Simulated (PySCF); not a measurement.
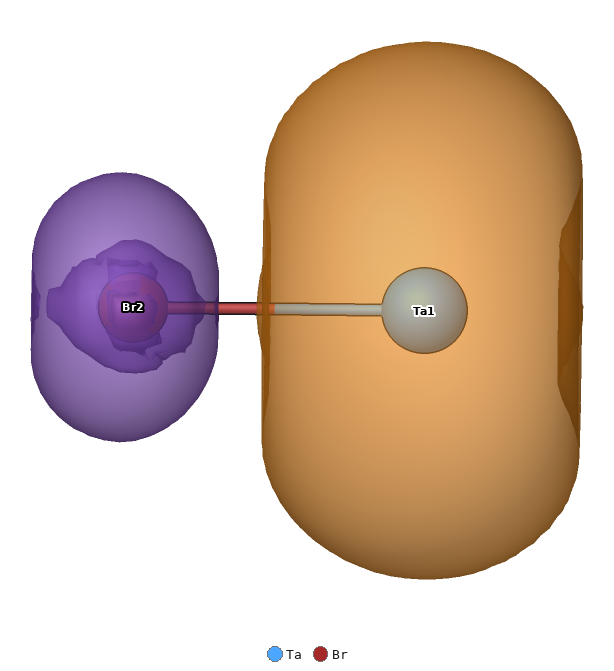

Figure. TaBr (charge +1, quartet). Isosurfaces of the spin density (α minus β) at +0.015 (orange) and −0.015 e/Å³ (purple), seen from one side.

Core potentials replace the inner electrons of Ta.

Level of theory: PBE0/def2-TZVPPD, non-relativistic Hamiltonian with scalar-relativistic core potentials where named, at a bond length of 2.315 Å in PySCF 2.14.0.

```xyz
2

Ta    0.0000    0.0000   -0.7030
Br    0.0000    0.0000    1.6120
```

Which atoms carry the spin?

Answer. The unpaired spin (3 electrons) lies mostly on Ta1 (about 3.1), in electrons by Hirshfeld's partition, with opposite, polarisation-induced spin on Br2.
